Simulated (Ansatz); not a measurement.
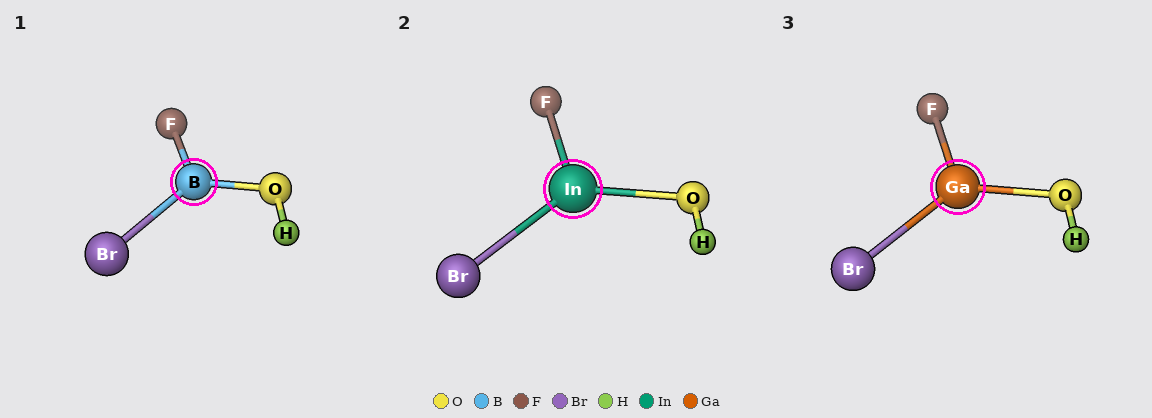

3 molecules with one skeleton, seen from the same side and at one scale; the atom that differs is circled. Charge 0, singlet. Computed geometries: PBE0-D4/def2-TZVP optimisations, one conformation each. Properties computed with Ansatz 0.2.0. Elements past Kr carry core potentials.

One atom differs, called X below: B in panel 1, In in panel 2, Ga in panel 3. Their formulas are BBrFHO (`OB(F)Br`), BrFHInO (`[OH][In]([F])[Br]`), BrFGaHO (`[OH][Ga]([F])[Br]`).

Rank them by the HOMO–LUMO gap, lowest first (PBE0-D4/def2-TZVPP).

Answer. 2 (In), 3 (Ga), 1 (B).

Rank them by the length of X–F, lowest first (PBE0-D4/def2-TZVP).

Answer. 1 (B), 3 (Ga), 2 (In).

Give the values. With PBE0-D4/def2-TZVP: length of X–Br (Å), length of X–F (Å), length of X–O (Å), angle O–X–Br (°). With PBE0-D4/def2-TZVPP: HOMO energy (Kohn–Sham orbital) (eV), HOMO–LUMO gap (eV).

```
                            quantity  1 (B)  2 (In)  3 (Ga)
                  length of X–Br (Å)  1.930   2.434   2.258
                   length of X–F (Å)  1.314   1.929   1.734
                   length of X–O (Å)  1.340   1.959   1.762
                    angle O–X–Br (°)  122.4   126.0   124.6
HOMO energy (Kohn–Sham orbital) (eV)  −8.82   −8.94   −9.07
                  HOMO–LUMO gap (eV)   9.06    6.23    7.34
```
